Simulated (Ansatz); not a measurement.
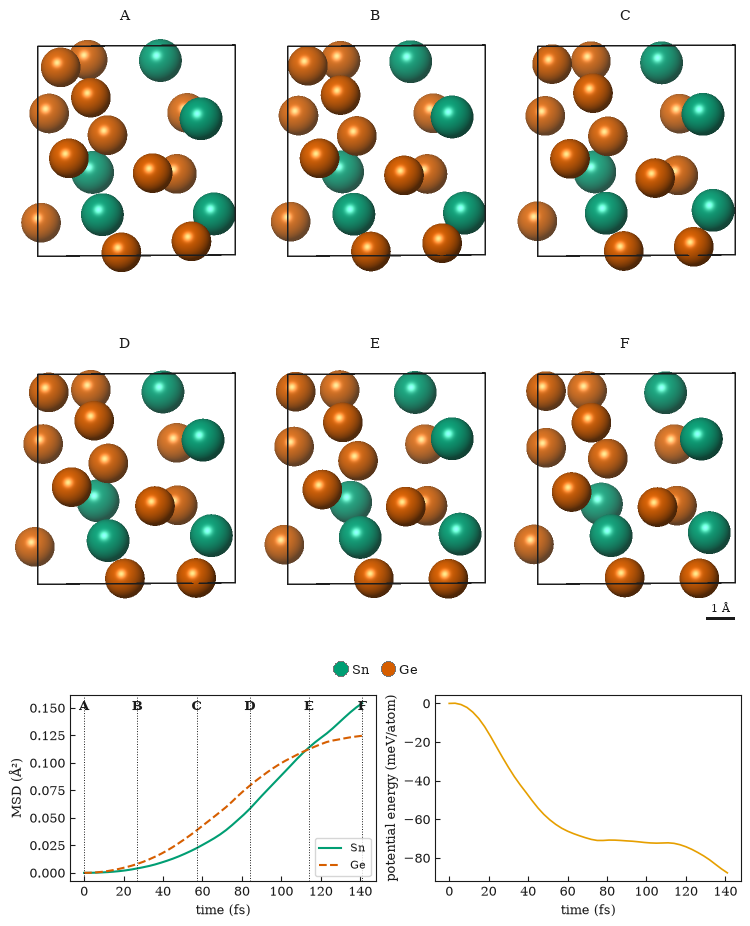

Molecular dynamics of an amorphous cell of composition Sn$_{5}$Ge$_{12}$ (17 atoms in the cell), 141 fs long. It starts from the last geometry of an earlier run, with fresh velocities. Frames (A at 0 fs, B at 27 fs, C at 57 fs, D at 84 fs, E at 114 fs, F at 141 fs) and the history of the run. A spheres-only model of the simulation cell, seen along the b axis.

These are results of Ansatz, DFT PBE, scalar-relativistic, plane waves, PAW, not measurements. Run with plane-wave cutoff 420 eV; k-point mesh 1 × 1 × 1; Fermi-Dirac smearing 0.05 eV; volume 0.96 times that of the relaxed crystal; set temperature 300 K; time step 3 fs.

Describe the run.

Root-mean-square distances from the starting positions over the second half, with the common drift of all atoms taken out: Ge 0.32 Å, Sn 0.31 Å. The run lasts only 141 fs, too short to tell vibration from diffusion. Over the second half the temperature averages 511 K (spread ±63 K). That is above the set 300 K, because the structure releases potential energy faster than the thermostat removes it. The potential energy is still drifting at the end, so the run hasn't reached equilibrium. The potential energy in the second half lies on average 74.5 meV per atom below the first frame. The mean pressure there is 1.1 GPa.

Limits of the set-up: the periodic images lie only 7.1 Å apart, so the values are limited by the cell's size.
